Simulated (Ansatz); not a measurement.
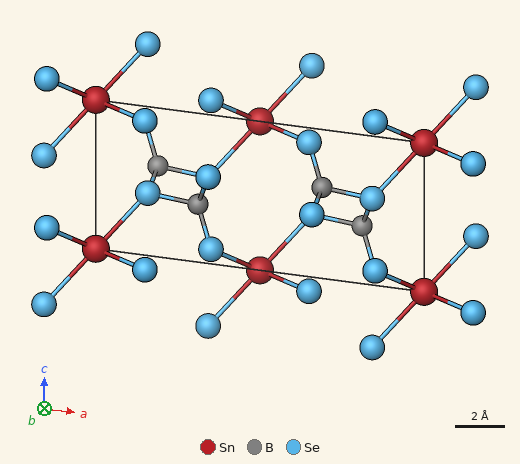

This is the input geometry for a relaxation of solid SnB₂Se₄ (built on the TiCr2S4-12 type type). Style: ball-and-stick. Shown: the conventional cell (2 times the calculation's cell), along the b axis. Lengths and directions refer to the drawn axes.

These are results of DFT, r2SCAN+rVV10, plane waves, PAW (Ansatz), not measurements.

Input
```yaml
crystal:
  lattice:
    - [6.7486843292, -1.8039263755, 1.2580402039]
    - [6.7486843292, 1.8039263755, 1.2580402039]
    - [-1.9122589174, 0.0, 5.872154657]
  atoms:
    - { symbol: Sn, position: [0.0, 0.0, 0.0] }
    - { symbol: B, position: [0.3110001763, 0.3110001763, 0.3888558024] }
    - { symbol: B, position: [0.6889998237, 0.6889998237, 0.6111441976] }
    - { symbol: Se, position: [0.3506592584, 0.3506592584, 0.0976558076] }
    - { symbol: Se, position: [0.6493407416, 0.6493407416, 0.9023441924] }
    - { symbol: Se, position: [0.1579983851, 0.1579983851, 0.4194796769] }
    - { symbol: Se, position: [0.8420016149, 0.8420016149, 0.5805203231] }
kpoints:
  mp_grid: { grid: [6, 6, 4] }
hamiltonian:
  xc: r2scan
  dispersion: rvv10
scf:
  occupations: { method: fermi_dirac, width: 0.03 }
relax:
  f_tol: 0.01
  cell: {}
  max_steps: 120
```

Launched with:
```bash
ansatz run input.yaml --threads 4 --pin off --max-ram 4608MiB --backend cpu --events-out ev --progress --plain --runs-dir out
```

What does the optimiser find from here?

The largest moves relative to the cell, 0.13 Å, are those of Se4 and Se5. Se4 goes roughly along [1 0 3]. By element the largest moves are Se 0.13 Å, B 0.03 Å. Sn stays in place. Cell: a 13.730 → 13.508 Å (−1.6 %), b 3.608 → 3.632 Å (+0.7 %), c 6.176 → 6.402 Å (+3.7 %), β 97.5° → 98.2°. Volume +2.5 %. Among the contacts that change: B2–Se7 2.169 → 2.189 Å, B2–Se4 1.946 → 1.936 Å, B2–Se6 2.134 → 2.141 Å, Sn1–Se6 3.155 → 3.159 Å. Bond angles that change, for instance: Se4–Sn1–Se6 105.2° → 100.2°, Se4–Sn1–Se7 74.8° → 79.8°, Sn1–Se5–B3 119.4° → 123.1°. The space group stays C2/m (No. 12). After 7 accepted moves (8 points after the start) the energy has fallen by 3.0 meV per atom. The largest force component goes from 0.15 to 0.0054 eV/Å. Pressure: 0.81 GPa at the start and 0.00 GPa at the end. At 1 point the geometry stayed and the basis and grid were re-selected for the new cell (energy shift of less than 0.05 meV per atom at most each time). Cost: 2.8 min on 4 threads of Arm Neoverse V1, with other jobs on the host, peak memory 1.6 GiB.

Final geometry:

```
CELL_PARAMETERS angstrom
6.65138 -1.81582 1.17332
6.65138 1.81582 1.17332
-1.99768 0.00000 6.08286
ATOMIC_POSITIONS crystal
Sn 0.00000 0.00000 0.00000
B 0.31237 0.31237 0.39378
B 0.68763 0.68763 0.60622
Se 0.35491 0.35491 0.11756
Se 0.64509 0.64509 0.88244
Se 0.15587 0.15587 0.41762
Se 0.84413 0.84413 0.58238
```

The end point in the same view:

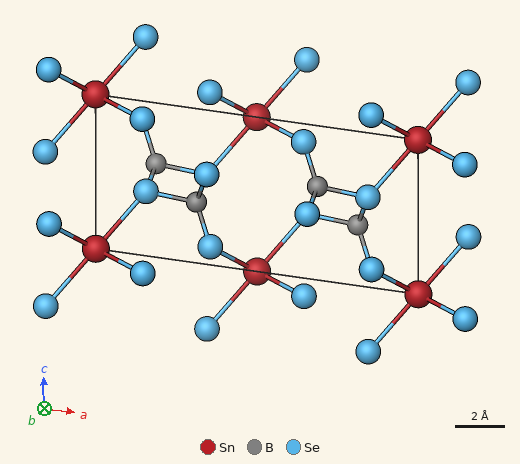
